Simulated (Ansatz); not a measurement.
**H2O (water): levels of theory compared**

Aim: a comparison of 6 runs (HF/6-31G*, r2SCAN0/3-21G, UPBE/6-31G*, UMP2/3-21G, CCSD(T)/6-31G*, FCI/3-21G) of H2O (water). 

The results are computed with Ansatz 0.2.0.

67 further runs of the same task are left out: 1 that didn't finish, 66 set aside as unsound or not needed.

## (1) The system as given

The species is H2O (3 atoms), meant as a singlet with charge 0. SMILES: `O`. The H3–O1 distance was set to 1.919 Å, away from the relaxed value. At this shape a bond of the SMILES string is far longer than usual.

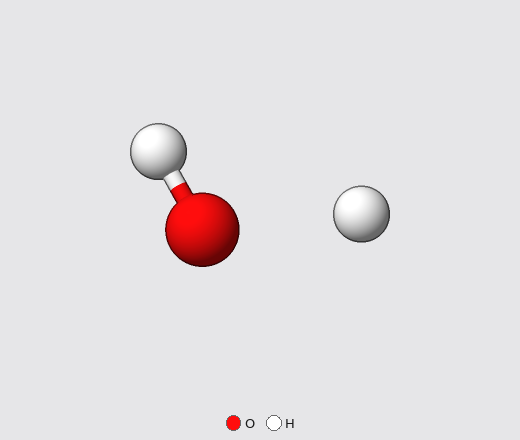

Viewed from a chosen angle; oxygen red, hydrogen white.

## (2) The energy at HF/6-31G(d) (spherical functions) (run 1)

Contents of in.yaml:

```yaml
crystal:
  periodic: [false, false, false]
  atoms:
    - {symbol: O, position_ang: [-0.441594, 1.148962, -0.106501]}
    - {symbol: H, position_ang: [0.327606, 1.497162, 0.349399]}
    - {symbol: H, position_ang: [-0.163800, -0.748600, -0.174700]}
basis:
  gaussian: {orbitals: 6-31G_st_-spherical.json}
hamiltonian: {xc: hf}
accuracy: high
```

The basis set 6-31G* is read from a file made from the Basis Set Exchange's data (not shown).

Run with:

```console
$ ansatz run in.yaml --threads 1 --pin off --max-ram 2610MiB --events-out events.jsonl --progress --plain --runs-dir runs
```

What it wrote:

```text
Warning: RAYON_NUM_THREADS=1 ignored (pool sized by the plan → 1); use --threads N
Functional definition: HF
  name "HF"
  exchange = exact_x
  correlation = 0
303 factors; integrals over basis functions are off by at most 3.5e-9 eV
mean field evaluation 1: about -2057.6828 eV, gradient 4.0e1 eV
mean field evaluation 2: about -2057.6837 eV, gradient 4.0e1 eV
mean field evaluation 4: about -2062.4308 eV, gradient 4.8e0 eV
mean field evaluation 8: about -2062.5229 eV, gradient 2.5e-1 eV
mean field -2062.52316573 eV, -75.7963283122 hartree, gradient 2.4e-8 eV, S^2 0.000000; 0 other end points of the search recorded, 0 dependent functions left out
reference -2062.52316573 eV, -75.7963283122 hartree; 5, 5 occupied and 13, 13 virtual orbitals, 303 factors
Total energy: -2062.52316573 eV, -75.7963283122 hartree
```

Wall time 0.1 s (1 thread of Arm Neoverse N1, shared host).

## (3) A single-point energy at r2SCAN0/3-21G (run 2)

Contents of run.yaml:

```yaml
crystal:
  periodic: [false, false, false]
  atoms:
    - {symbol: O, position_ang: [-0.441594, 1.148962, -0.106501]}
    - {symbol: H, position_ang: [0.327606, 1.497162, 0.349399]}
    - {symbol: H, position_ang: [-0.163800, -0.748600, -0.174700]}
basis:
  gaussian:
    orbitals: 3-21G.json
hamiltonian:
  xc: {name: r2SCAN0}
accuracy: high
```

The basis set 3-21G is read from a file made from the Basis Set Exchange's data (not shown).

Run with:

```console
$ ansatz run run.yaml --threads 1 --pin off --max-ram 2610MiB --events-out events.jsonl --progress --plain --runs-dir runs
```

What it wrote:

```text
Warning: RAYON_NUM_THREADS=1 ignored (pool sized by the plan → 1); use --threads N
Functional definition: r2SCAN0
  name "r2SCAN0"
  parameter a = 0.25
  parameter k0 = 0.174
  parameter k1 = 0.065
  parameter a1 = 4.9479
  exchange = (1 - a)*r2scan_x(k0 = k0, k1 = k1, a1 = a1) + a*exact_x
  correlation = r2scan_c
187 factors; integrals over basis functions are off by at most 3.5e-9 eV
mean field evaluation 1: about -2054.6239 eV, gradient 5.0e1 eV
mean field evaluation 2: about -2039.7035 eV, gradient 8.7e1 eV
mean field evaluation 4: about -2061.0935 eV, gradient 9.1e0 eV
mean field evaluation 8: about -2061.3399 eV, gradient 4.2e-1 eV
mean field evaluation 16: about -2061.3404 eV, gradient 6.7e-7 eV
mean field -2061.34039407 eV, -75.7528622554 hartree, gradient 6.3e-9 eV, S^2 0.000000; 0 other end points of the search recorded, 0 dependent functions left out
reference -2061.34039427 eV, -75.7528622628 hartree; 5, 5 occupied and 8, 8 virtual orbitals, 187 factors
Total energy: -2061.34039427 eV, -75.7528622628 hartree
```

It took 1.4 s on 1 thread of Arm Neoverse N1, shared host.

Runs 3 to 5 aren't shown in full; the table further down has their settings and results.

## (4) A single-point energy at FCI/3-21G (run 6)

Contents of job.yaml:

```yaml
crystal:
  periodic: [false, false, false]
  atoms:
    - symbol: O
      position_ang: [-0.441594, 1.148962, -0.106501]
    - symbol: H
      position_ang: [0.327606, 1.497162, 0.349399]
    - symbol: H
      position_ang: [-0.163800, -0.748600, -0.174700]
basis:
  gaussian:
    orbitals: 3-21G.json
correlation:
  method: fci
  frozen_orbitals: {H: 0, O: 1}
accuracy: high
```

The basis set 3-21G is read from a file made from the Basis Set Exchange's data (not shown).

Run with:

```console
$ ansatz run job.yaml --threads 1 --pin off --max-ram 2610MiB --events-out events.jsonl --progress --plain --runs-dir runs
```

What it wrote, shortened:

```text
Warning: RAYON_NUM_THREADS=1 ignored (pool sized by the plan → 1); use --threads N
[... 2 set-up lines as earlier in the session ...]
[...]
187 factors; integrals over basis functions are off by at most 3.5e-9 eV
[...]
mean field -2051.23419894 eV, -75.3814664347 hartree, gradient 6.2e-8 eV, S^2 0.000000; 0 other end points of the search recorded, 0 dependent functions left out; unrestricted orbitals would lower it
[...]
unrestricted determinant -2053.67766122 eV, -75.4712620172 hartree, S^2 0.8865
1 core orbitals not correlated: weight in the atoms' cores, before any rotation towards them, 1.000 or more for the frozen orbitals, at most 0.000 for the correlated occupied ones
reference -2051.23419894 eV, -75.3814664347 hartree; 4, 4 occupied and 8, 8 virtual orbitals, 187 factors
state -2056.89097193 eV, -75.5893490076 hartree
Total energy: -2056.89097193 eV, -75.5893490076 hartree
```

It took 1.2 s on 1 thread of Arm Neoverse N1, shared host.

## (5) Overview of the runs

```tsv
run	level	frozen core orbitals	energy (Eh)	wall time
1	HF/6-31G* (spherical functions)	–	-75.796328	0.1 s
2	r2SCAN0/3-21G	–	-75.752862	1.4 s
3	UPBE/6-31G* (spherical functions)	–	-76.166030	3.3 s
4	UMP2/3-21G	1	-75.559542	0.2 s
5	CCSD(T)/6-31G* (spherical functions)	1	-76.061091	0.26 s
6	FCI/3-21G	1	-75.589349	1.2 s
```

## (6) Summary of results

| quantity | value |
| --- | --- |
| run 6: total energy | -75.58935 Eh |
| run 6: correlation energy (1 core orbital frozen) | -207.9 mEh |

**Reading.** Against full CI in this basis: UMP2 +29.8 mEh. Totals of different functionals can't be ranked against each other. In run 5 the log says that unrestricted orbitals would lower the reference, so the values rest on an unstable closed-shell determinant (other closed-shell runs at this shape may share the fault). In runs 1, 2, 5 a closed-shell determinant meets a far-stretched bond, which it describes badly. Spin contamination of the reference: run 4 ⟨S²⟩ = 0.89, run 3 ⟨S²⟩ = 0.36. Where it is this large, the reference is a mixture of spin states, and values that rest on it are in doubt. All runs together took 6.5 s, the longest 3.3 s.
